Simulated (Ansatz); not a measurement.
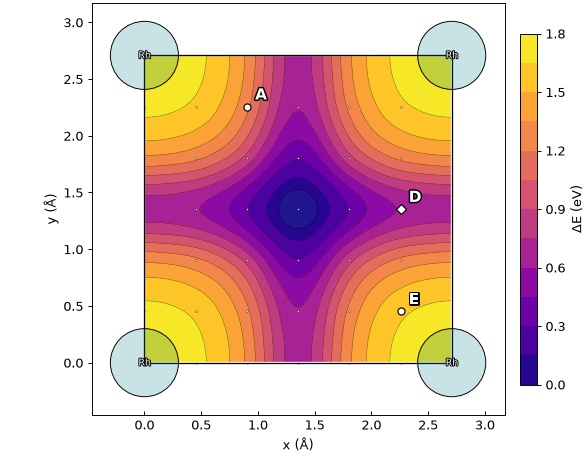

N on a Rh(100) slab cut from the Fm-3m phase, its upper half relaxed before the scan (12 atoms of substrate and one adsorbate in a 2 × 2 cell). N is moved over the surface cell; relaxed at each place: the height of the adsorbate's atoms; substrate rigid; the origin of the map has the adsorbate above Rh9. Places are given modulo a cell vector. The map is drawn in real space over the plane of the surface. The grid has 6 × 6 points; 10 points were computed and 26 follow by symmetry. Places are given in fractions of the 1 × 1 surface cell. Energies: eV, counted from the lowest grid point. Computed with DFT PBE, scalar-relativistic, plane waves, PAW in Ansatz. Settings: cutoff 420 eV, k-mesh 5×5×1, gaussian smearing 0.1 eV, no spin polarisation.

In the figure: filled contours, dots at the grid points, labelled circles for the atoms of the top layer and small ones for the second layer, the outline of one cell of the plane, lettered points. Between grid points the surface is interpolated.

> Is A the lowest point of the computed grid?

No. A lies 1.24 eV above the lowest grid point, which is at a fourfold hollow over a second-layer Rh atom, (3/6, 3/6) of the cell vectors.

> Rank the lettered points by energy, lowest first.

D (0.61 eV), A (1.24 eV), E (1.62 eV).

PAW datasets: the set soft_1.
